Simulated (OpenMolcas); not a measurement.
# A workflow on doublet [OF2]+

Wanted: a series of 8 runs (ROHF/cc-pVTZ, CASSCF(19,12)/cc-pVTZ, CASPT2(19,12)/cc-pVTZ, CASPT2[IPEA 0](19,12)/cc-pVTZ, SC-NEVPT2(19,12)/cc-pVTZ, PC-NEVPT2(19,12)/cc-pVTZ, MC-PDFT[tPBE](19,12)/cc-pVTZ, MC-PDFT[ftPBE](19,12)/cc-pVTZ) of doublet [OF2]+. 

Program for the calculation: OpenMolcas 26.06.

## 1. Starting point

The species is [OF2]+ (3 atoms), meant as a doublet with charge +1. As SMILES of the parent species, `FOF`. Geometry: relaxed at PBE0-D4/def2-TZVP. That shape belongs to the parent species and isn't relaxed for this state.

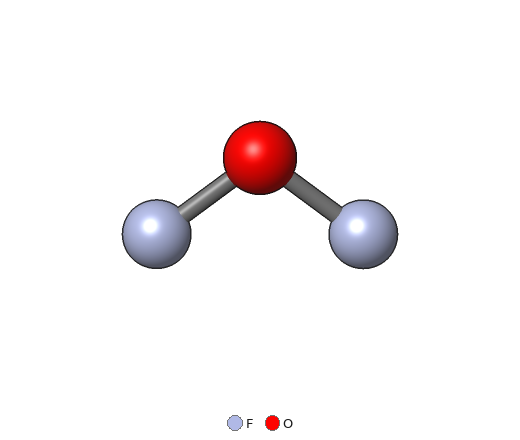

Viewed from a chosen angle; fluorine light blue, oxygen red.

## 2. The energy at ROHF/cc-pVTZ (run 1)

The input, step1.input:

```
>>> EXPORT MOLCAS_PRINT=2

&GATEWAY
  BasLib=$CurrDir
  Coord
  3
  angstrom
  F        0.953290      -0.339960       0.488270
  O        0.000520       0.563910       0.062040
  F       -0.953810      -0.223960      -0.550310
  Basis=cc-pVTZ
  Group=NoSym

&SEWARD

&SCF
  UHF
  Charge=1
  Spin=2
  PrOrbitals=1 1

&RASSCF
  FileOrb=$Project.UnaOrb
  Spin=2
  Nactel=1 0 0
  Inactive=12
  Ras2=1
  OutOrbitals=Canonical
  OrbListing=Nothing
```

The basis set cc-pVTZ is read from a file made from the Basis Set Exchange's data (not shown).

Command:

```sh
$ export MOLCAS_MEM=1860
$ pymolcas step1.input > step1.log
```

The program printed:

```text
--- Start Module: gateway ---
[...]
--- Stop Module: gateway /rc=_RC_ALL_IS_WELL_ ---
[...]
      Basis functions           90
[...]
--- Start Module: scf ---
[...]
       Convergence after  28 Iterations
[...]
::    Total SCF energy                               -273.1028040119
[...]
      Total spin, S                                     0.6626045811
[...]
--- Stop Module: scf /rc=_RC_ALL_IS_WELL_ ---
[...]
--- Start Module: rasscf ---
[...]
      Number of active orbitals                  1
[...]
      Spin quantum number                      0.5
[...]
      Active orbitals                            1
[...]
      Number of CSFs                             1
[...]
      Number of root(s) required                 1
[...]
      Convergence after 11 iterations
[...]
      printout of CI-coefficients larger than  0.05 for root  1
      energy=    -273.085516
      conf/sym  1     Coeff  Weight
             1  u   1.00000 1.00000
      Natural orbitals and occupation numbers for root  1
      sym 1:   1.000000
      ************************************************************************************************************************
      *                                                    Final results                                                     *
[...]
::    RASSCF root number  1 Total energy:   -273.08551613
[...]
      Total electronic charge=   25.000000
      Total            charge=    1.000000
[...]
      Dipole Moment (debye):
      Origin of the operator (angstrom)=   -0.0000   -0.0314   -0.0035
                   X=  9.1571E-04               Y=  9.9889E-01               Z=  1.0989E-01           Total=  1.0049E+00
      Center of Charge (angstrom)
[...]
--- Stop Module: rasscf /rc=_RC_ALL_IS_WELL_ ---
[...]
```

Wall time 13 s (1 thread of Intel Xeon 6975P-C (Granite Rapids), shared host); peak memory 0.49 GiB.

## 3. The energy at CASSCF(19,12)/cc-pVTZ (run 2)

The input, step2.input:

```
&gateway
baslib
$CurrDir
coord
3
angstrom
F        0.953290      -0.339960       0.488270
O        0.000520       0.563910       0.062040
F       -0.953810      -0.223960      -0.550310
basis
cc-pVTZ
group
NoSym
&seward
&rasscf
fileorb
$CurrDir/step1.RasOrb
spin
2
nactel
19 0 0
inactive
3
ras2
12
orblisting
Nothing
```

The basis set cc-pVTZ is read from a file made from the Basis Set Exchange's data (not shown).

Command:

```sh
$ export MOLCAS_MEM=1860
$ pymolcas step2.input > step2.log
```

The program printed:

```text
--- Start Module: gateway ---
[...]
--- Stop Module: gateway /rc=_RC_ALL_IS_WELL_ ---
--- Start Module: seward ---
[...]
      Basis functions           90
--- Stop Module: seward /rc=_RC_ALL_IS_WELL_ ---
[...]
--- Start Module: rasscf ---
[...]
      Number of active orbitals                 12
[...]
      Spin quantum number                      0.5
[...]
      Active orbitals                           12
[...]
      Number of CSFs                          8580
[...]
      Number of root(s) required                 1
[...]
      Convergence after  8 iterations
[...]
      printout of CI-coefficients larger than  0.05 for root  1
      energy=    -273.261685
      conf/sym  111111111111     Coeff  Weight
             1  222222222u00  -0.93191 0.86845
           425  2222u2d222u0   0.06226 0.00388
           429  2222u2u222d0  -0.08370 0.00701
           659  222u22d2220u  -0.05622 0.00316
           699  222u22u2220d   0.07247 0.00525
          1546  2222ud22220u  -0.07632 0.00582
[...]
      Natural orbitals and occupation numbers for root  1
      sym 1:   1.998916   1.998626   1.996131   1.906587   1.901515   1.969529   1.973669   1.992528   1.991191   1.054712
               0.113368   0.103228
[...]
::    RASSCF root number  1 Total energy:   -273.26168515
[...]
      Total electronic charge=   25.000000
      Total            charge=    1.000000
[...]
      Dipole Moment (debye):
      Origin of the operator (angstrom)=   -0.0000   -0.0314   -0.0035
                   X=  7.8546E-04               Y=  8.1886E-01               Z=  9.0105E-02           Total=  8.2380E-01
      Center of Charge (angstrom)
[...]
--- Stop Module: rasscf /rc=_RC_ALL_IS_WELL_ ---
[...]
```

It took 9.3 s on 1 thread of Intel Xeon 6975P-C (Granite Rapids), shared host; peak memory 0.49 GiB.

## 4. A single-point energy at CASPT2(19,12)/cc-pVTZ (run 3)

The input, step3.input:

```
>>> EXPORT MOLCAS_PRINT=2
&GATEWAY
BasLib=$CurrDir
Coord
3
angstrom
F        0.953290      -0.339960       0.488270
O        0.000520       0.563910       0.062040
F       -0.953810      -0.223960      -0.550310
Basis=cc-pVTZ
Group=NoSym
&SEWARD
&RASSCF
FileOrb=$CurrDir/step2.RasOrb
Spin=2
Nactel=19 0 0
Inactive=3
Ras2=12
OrbListing=Nothing
&CASPT2
IPEA=0.25
Imaginary=0.1
Frozen=3
```

The basis set cc-pVTZ is read from a file made from the Basis Set Exchange's data (not shown).

Command:

```sh
$ export MOLCAS_MEM=1860
$ pymolcas step3.input > step3.log
```

The program printed:

```text
--- Start Module: gateway ---
[...]
--- Stop Module: gateway /rc=_RC_ALL_IS_WELL_ ---
[...]
      Basis functions           90
[...]
--- Start Module: rasscf ---
[...]
      Number of active orbitals                 12
[...]
      Spin quantum number                      0.5
[...]
      Active orbitals                           12
[...]
      Number of CSFs                          8580
[...]
      Number of root(s) required                 1
[...]
      Convergence after  7 iterations
[...]
      printout of CI-coefficients larger than  0.05 for root  1
      energy=    -273.261685
      conf/sym  111111111111     Coeff  Weight
             1  222222222u00  -0.93191 0.86846
           425  2222u2d222u0   0.06226 0.00388
           429  2222u2u222d0  -0.08370 0.00701
           659  222u22d2220u  -0.05622 0.00316
           699  222u22u2220d   0.07246 0.00525
          1546  2222ud22220u  -0.07632 0.00582
[...]
      Natural orbitals and occupation numbers for root  1
      sym 1:   1.998916   1.998626   1.996132   1.906590   1.901514   1.969530   1.973673   1.992530   1.991193   1.054708
               0.113365   0.103223
[...]
::    RASSCF root number  1 Total energy:   -273.26168515
[...]
      Total electronic charge=   25.000000
      Total            charge=    1.000000
[...]
      Dipole Moment (debye):
      Origin of the operator (angstrom)=   -0.0000   -0.0314   -0.0035
                   X=  7.8580E-04               Y=  8.1887E-01               Z=  9.0106E-02           Total=  8.2381E-01
      Center of Charge (angstrom)
[...]
--- Stop Module: rasscf /rc=_RC_ALL_IS_WELL_ ---
[...]
--- Start Module: caspt2 ---
[...]
 ###    WARNING: User changed nr of frozen orbitals.                         ###
 ###############################################################################
[...]
      E2 (Variational):          -0.5851832512
      Total energy:            -273.8468683997
[...]
      Reference weight:           0.90423
[...]
::    CASPT2 Root  1     Total energy:   -273.84686840
[...]
--- Stop Module: caspt2 /rc=_RC_ALL_IS_WELL_ ---
[...]
```

It took 23 s on 1 thread of Intel Xeon 6975P-C (Granite Rapids), shared host; peak memory 0.49 GiB.

Runs 4 to 7 aren't shown in full; the table further down has their settings and results.

## 5. The energy at MC-PDFT[ftPBE](19,12)/cc-pVTZ (run 8)

The input, step8.input:

```
&GATEWAY
BasLib=$CurrDir
Coord
3
angstrom
F        0.953290      -0.339960       0.488270
O        0.000520       0.563910       0.062040
F       -0.953810      -0.223960      -0.550310
Basis=cc-pVTZ
Group=NoSym
&SEWARD
&RASSCF
FileOrb=$CurrDir/step2.RasOrb
Spin=2
Nactel=19 0 0
Inactive=3
Ras2=12
OrbListing=Nothing
&MCPDFT
KSDFT=FT:PBE
```

The basis set cc-pVTZ is read from a file made from the Basis Set Exchange's data (not shown).

Command:

```sh
$ export MOLCAS_MEM=1860
$ pymolcas step8.input > step8.log
```

The program printed:

```text
--- Start Module: gateway ---
[...]
--- Stop Module: gateway /rc=_RC_ALL_IS_WELL_ ---
[...]
      Basis functions           90
[...]
--- Start Module: rasscf ---
[...]
      Number of active orbitals                 12
[...]
      Spin quantum number                      0.5
[...]
      Active orbitals                           12
[...]
      Number of CSFs                          8580
[...]
      Number of root(s) required                 1
[...]
      Convergence after  7 iterations
[...]
      printout of CI-coefficients larger than  0.05 for root  1
      energy=    -273.261685
      conf/sym  111111111111     Coeff  Weight
             1  222222222u00  -0.93191 0.86846
           425  2222u2d222u0   0.06226 0.00388
           429  2222u2u222d0  -0.08370 0.00701
           659  222u22d2220u  -0.05622 0.00316
           699  222u22u2220d   0.07246 0.00525
          1546  2222ud22220u  -0.07632 0.00582
[...]
      Natural orbitals and occupation numbers for root  1
      sym 1:   1.998916   1.998626   1.996132   1.906590   1.901514   1.969530   1.973673   1.992530   1.991193   1.054708
               0.113365   0.103223
[...]
::    RASSCF root number  1 Total energy:   -273.26168515
[...]
      Total electronic charge=   25.000000
      Total            charge=    1.000000
[...]
      Dipole Moment (debye):
      Origin of the operator (angstrom)=   -0.0000   -0.0314   -0.0035
                   X=  7.8580E-04               Y=  8.1887E-01               Z=  9.0106E-02           Total=  8.2381E-01
      Center of Charge (angstrom)
[...]
--- Stop Module: rasscf /rc=_RC_ALL_IS_WELL_ ---
[...]
--- Start Module: mcpdft ---
[...]
 ###    WARNING: Deprecation warning: KSDF should be replaced                ###
 ###    with FUNC keyword                                                    ###
 ###############################################################################
[...]
::    MCPDFT root number  1 Total energy:   -274.06059049
--- Stop Module: mcpdft /rc=_RC_ALL_IS_WELL_ ---
[...]
```

Wall time 9.3 s (1 thread of Intel Xeon 6975P-C (Granite Rapids), shared host); peak memory 0.49 GiB.

## 6. The series

| run | level | active rule | inactive | energy (Eh) | wall time |
| --- | --- | --- | --- | --- | --- |
| 1 | ROHF/cc-pVTZ | – | – | -273.085516 | 13 s |
| 2 | CASSCF(19,12)/cc-pVTZ | full valence | 3 | -273.261685 | 9.3 s |
| 3 | CASPT2(19,12)/cc-pVTZ | full valence | 3 | -273.846868 | 23 s |
| 4 | CASPT2[IPEA 0](19,12)/cc-pVTZ | full valence | 3 | -273.852709 | 23 s |
| 5 | SC-NEVPT2(19,12)/cc-pVTZ | full valence | 3 | -273.797607 | 38 s |
| 6 | PC-NEVPT2(19,12)/cc-pVTZ | full valence | 3 | -273.805766 | 33 s |
| 7 | MC-PDFT[tPBE](19,12)/cc-pVTZ | full valence | 3 | -273.987246 | 9.3 s |
| 8 | MC-PDFT[ftPBE](19,12)/cc-pVTZ | full valence | 3 | -274.060590 | 9.3 s |

## 7. Summary of results

```
                                          quantity          value
run 8, MC-PDFT[ftPBE](19,12)/cc-pVTZ: total energy  -274.06059 Eh
```

Below the ROHF energy at the same shape and in the same basis (cc-pVTZ): CASSCF(19,12) -176.2 mEh; CASPT2(19,12) -761.4 mEh; CASPT2[IPEA 0](19,12) -767.2 mEh; SC-NEVPT2(19,12) -712.1 mEh; PC-NEVPT2(19,12) -720.3 mEh. Active-space methods hold only the correlation inside their space unless a perturbation or CI step follows. All runs together took 2.6 min, the longest 38 s.
